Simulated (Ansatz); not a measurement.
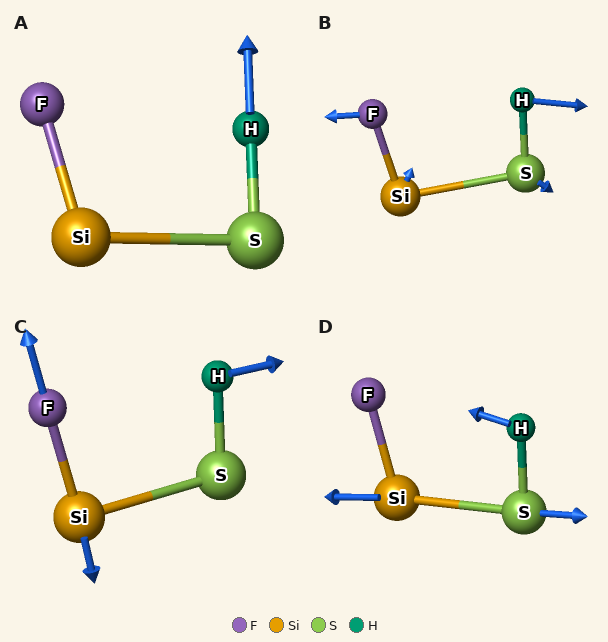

4 normal modes of one molecule or complex, as arrows. Harmonic vibrations computed with RKS PBE0-D4/def2-TZVP (Ansatz 0.2.0) at a stationary point of the same level.

Match the panels to the wavenumbers 256 cm⁻¹, 499 cm⁻¹, 837 cm⁻¹, 2697 cm⁻¹.

Answer. A: 2697 cm⁻¹, S–H stretching
B: 256 cm⁻¹, F–Si–S bending
C: 837 cm⁻¹, F–Si stretching
D: 499 cm⁻¹, S–Si stretching
